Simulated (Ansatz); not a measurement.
One crystal and one scan (energy against volume) at two levels, PBE (plane waves to 420 eV, PAW, scalar-relativistic; Ansatz, a first-principles code) and r2SCAN (plane waves to 500 eV, PAW, scalar-relativistic; Ansatz), each from its own relaxed cell and on its own mesh. The cell shown is that of PBE.

Eu (bcc, W type)

```xyz
1
Lattice="-2.1904 2.1904 2.1904 2.1904 -2.1904 2.1904 2.1904 2.1904 -2.1904" Properties=species:S:1:pos:R:3 pbc="T T T"
Eu     0.0000     0.0000     0.0000
```

The volume is varied about the relaxed value V₀ at fixed cell shape. Symmetry pins the atoms to their sites.

E stands for the smeared free energy. Eu was relaxed with its symmetry unable to fall. Relaxed Eu ends ferromagnetic. The PAW data are Ansatz's earlier set. Other magnetic orders were not checked, so this need not be the ground state. The f-shell state is unchecked: a lower one may exist. (PBE) Relaxed Eu ends ferromagnetic. (r2SCAN) Relaxed Eu ends ferromagnetic. Percentages come from the unrounded values. Both scans cover V/V₀ from 0.900 to 1.100.

```
quantity                                                   PBE  r2SCAN     PBE − r2SCAN
-------------------------------------------------------  -----  ------  ---------------
Lattice constant a (Å)                                   4.381   4.450  -0.069 (-1.6 %)
Magnetic moment of the relaxed cell (μB/cell)             7.26    7.87   -0.61 (-7.8 %)
Pressure at the smallest volume (GPa)                      1.8     1.8              0.0
Energy cost of the largest compression (meV/atom)           22      23        -1 (-5 %)
Energy cost of the largest expansion (meV/atom)             16      17               -1
Bulk modulus B₀ (third-order Birch-Murnaghan fit) (GPa)   14.0    14.3      -0.3 (-2 %)
Pressure derivative B₀′ (fit)                              3.7     3.5      +0.2 (+7 %)
Pressure for 5 % compression (fit) (GPa)                   0.8     0.8              0.0
```

PBE gives the lower value for: lattice constant a; magnetic moment of the relaxed cell; bulk modulus B₀. Neither level is exact: the differences show how much the result hangs on the functional.

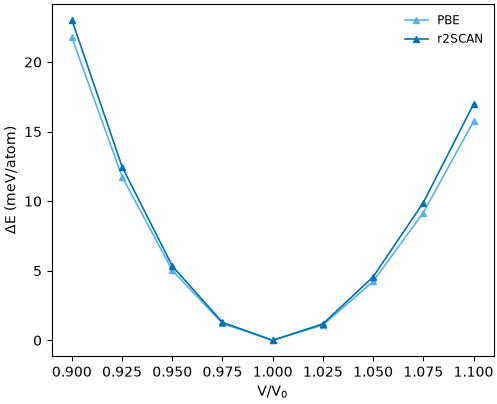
Figure. ΔE, each from the relaxed starting cell of its own level.

(Under strain, the slope of the energy per volume gives the stress and its curvature an elastic modulus.)
